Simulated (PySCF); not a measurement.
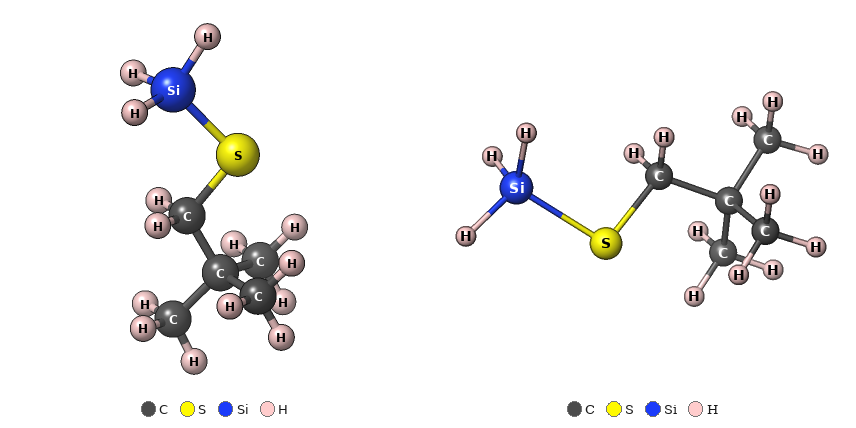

Both panels show the same species.

Question: Count the atoms of each element.

Answer: C5H14SSi, 21 atoms: 5 carbon, 14 hydrogen, 1 sulfur and 1 silicon.

Question: Give a SMILES string for it.

Answer: CC(C)(C)CS[SiH3]

Question: Name functional groups in it.

Answer: Among them: Si–H bond.

The parts below concern this one geometry. Atoms keep their numbers from picture to picture. Computed geometry: PBE0-D3(BJ)/def2-SVP optimisation. No frequency run is at hand to confirm it as a minimum.

## Electronic properties

No frequency run is at hand to confirm it as a minimum. Level of theory: B3LYP/def2-SVPD in dichloromethane (IEF-PCM) (PySCF 2.14.0). Excitations: vertical, linear response.

Predict the main results.

- dipole moment: 2.10 D
- HOMO energy (Kohn–Sham orbital): −6.65 eV
- LUMO energy (Kohn–Sham orbital): 0.00 eV
- HOMO–LUMO gap: 6.66 eV
- mean static polarisability: 150.4 bohr³
- lowest vertical singlet excitation: 5.56 eV
- its oscillator strength: 0.010
- brightest of the 6 lowest singlets: 6.91 eV
- its oscillator strength: 0.02

## Charges

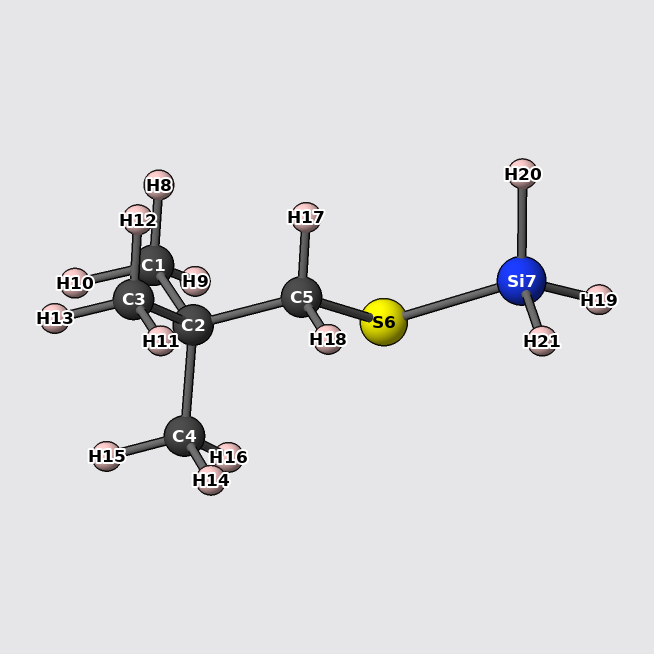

The questions are on IAO charges. No frequency run is at hand to confirm it as a minimum. Method: PBE0/pcSseg-1, gas phase (PySCF 2.14.0).

Give the IAO charges atom by atom.

```
atom  value (e)
  C1      −0.41
  C2       0.06
  C3      −0.40
  C4      −0.41
  C5      −0.32
  S6      −0.19
 Si7       0.52
  H8       0.13
  H9       0.14
 H10       0.13
 H11       0.13
 H12       0.13
 H13       0.14
 H14       0.13
 H15       0.13
 H16       0.14
 H17       0.14
 H18       0.14
 H19      −0.10
 H20      −0.12
 H21      −0.12
```

## NMR shielding

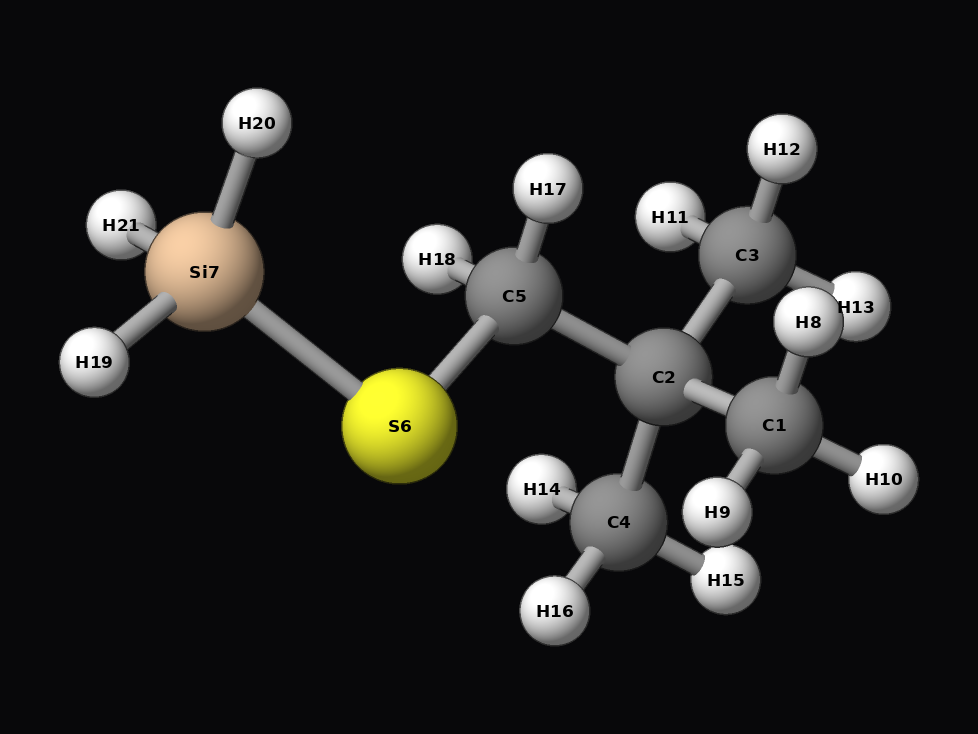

No frequency run is at hand to confirm it as a minimum. Properties computed with GIAO PBE0/pcSseg-1 NMR shielding, non-relativistic, IEF-PCM dichloromethane (PySCF 2.14.0). Principal shieldings σ11 ≤ σ22 ≤ σ33, span Ω = σ33 − σ11, skew κ = 3(σiso − σ22)/Ω.

Give the shielding tensors of the Si atoms.

```csv
atom,σ11,σ22,σ33,σiso,Ω,κ
Si7,347.9,385.7,467.7,400.4,119.9,0.37
```

Shieldings and span in ppm.

## Quadrupole coupling

No frequency run is at hand to confirm it as a minimum. Electric field gradients from the ground-state density, PBE0/pcSseg-1 (PySCF 2.14.0), non-relativistic apart from any core potentials.

Give the largest field-gradient component, the quadrupole coupling constant and the asymmetry for 33S at S6 (Q = −67.81 mb).

```
atom  V_zz (a.u.)  e²qQ/h (MHz)     η
  S6       −2.328          37.1  0.75
```
